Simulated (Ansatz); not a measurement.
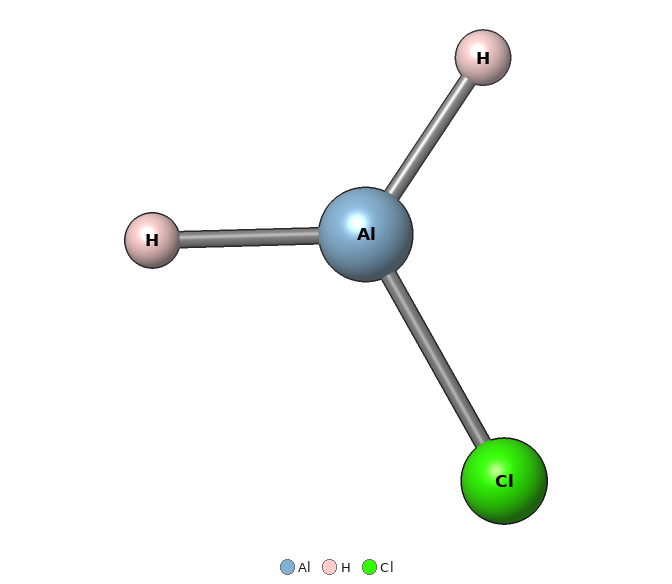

All atoms lie in one plane, which faces the viewer. The computed structure is the end point of a PBE0-D4/def2-TZVP optimisation.

Which symmetry elements does this geometry have?

Answer. It has 1 C2 axis and 2 mirror planes, so the point group is C2v. The group has 4 operations. The geometry is achiral, and symmetry allows a dipole moment.
